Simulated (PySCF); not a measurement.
Molecule: H6Se2Si2, SMILES [SeH][SiH2][SiH2][SeH]. Atoms near the plane z = 0.0 Å, at the CAM-B3LYP/def2-SVP optimised geometry (x, y, z in Å): Se1 (1.8, -2.2, -0.5), Si2 (1.2, 0.0, 0.0), Si3 (-1.2, 0.0, 0.0), Se4 (-1.8, 2.2, 0.0), H5 (3.2, -1.9, -0.2), H6 (1.7, 1.0, -1.0), H10 (-3.2, 1.9, 0.2).

Calculation: CAM-B3LYP/def2-TZVP run with PySCF. Cells within 0.4 Å of a nucleus heavier than hydrogen are left out (blank, or x). The values are rescaled to run from 0 to 1.

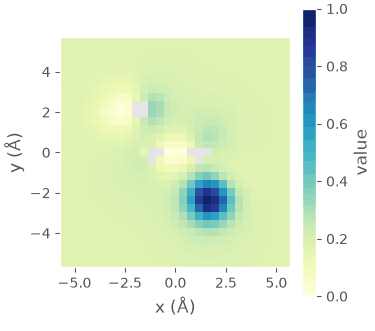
Fig. 1. a field on the plane z = 0.0 Å.

Task: Which quantity is mapped?
A. deformation density (molecule minus spherical neutral atoms)
B. electrostatic potential
C. Laplacian of the electron density
D. an orbital amplitude

Result: D, an orbital amplitude. In full: HOMO amplitude (bohr^(-3/2)).
